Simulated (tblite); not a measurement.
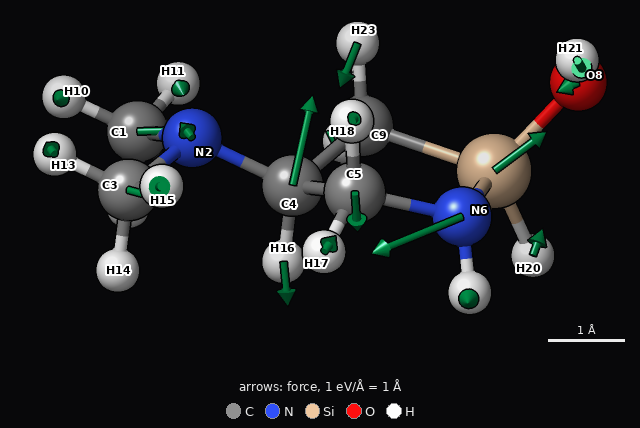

Starting geometry of C5H14N2OSi with the computed forces as green arrows. The picture is a ball-and-stick view, seen from a free direction.

The calculation used GFN2-xTB geometry optimisation, gas phase in tblite 0.8.0. 

### Is this structure relaxed? If not, where do the atoms go?

It isn't relaxed: the largest force vector, on an N atom, is 1.48 eV/Å. The final displacements have little in common with the starting forces (cosine between the two patterns 0.16). The energy falls by 0.436 eV in 117 geometry steps. The largest move after the best rigid fit is that of an H atom, 1.22 Å. Largest moves by element: H 1.22 Å, O 0.56 Å, N 0.27 Å, C 0.18 Å, Si 0.15 Å. Near-neighbour distances that change, for instance: C–C 1.567 → 1.528 Å, C–N 1.486 → 1.448 Å, O–Si 1.650 → 1.626 Å, C–H 1.086 → 1.110 Å. Bond angles that change, for instance: Si–N–H 106.7° → 126.6°, O–Si–H 114.8° → 99.7°, N–Si–H 108.2° → 119.6°. Groups turn about O–Si by about 35°.
